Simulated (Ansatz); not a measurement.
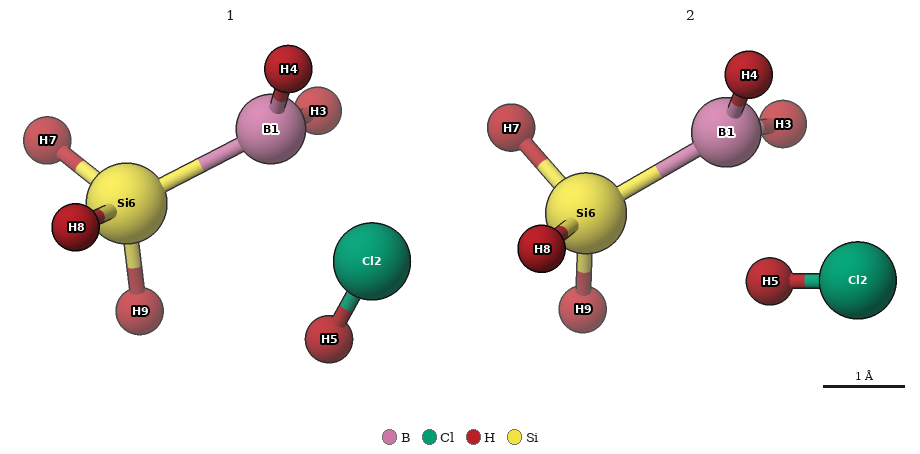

Two geometries of BSiH6Cl (started from a transition state, displaced along its imaginary mode), drawn at one scale. One is the start of a relaxation, the other its converged end. A ball-and-stick model, seen at a tilt.

These are results of Ansatz, RKS PBE0-D4/def2-TZVP, not measurements. Settings: force threshold 0.005 eV/Å; at most 200 steps.

Which geometry has the lower energy?

Answer. Structure 1 is the relaxed one. Over 12 accepted moves (13 points after the start) the energy falls by 80.0 kJ/mol. The largest force component goes from 6.6 to 0.0029 eV/Å. The line search rejected the trial step at point 6 of the run. H5 moves most after the best rigid fit: 0.85 Å. By element the largest moves are H 0.85 Å, Cl 0.40 Å, B 0.14 Å, Si 0.13 Å. Near-neighbour distances that change, for instance: B1–Cl2 2.610 → 2.185 Å, Cl2–Si6 3.590 → 3.232 Å, Cl2–H5 1.136 → 1.287 Å, Si6–H7 1.511 → 1.491 Å. Among the angles between lasting bonds that change: B1–Si6–H7 100.9° → 112.1°, B1–Si6–H9 115.8° → 109.7°, H3–B1–Si6 121.6° → 117.7°. Cost: 20 s on 2 threads of Intel Xeon 6975P-C, on a shared host.
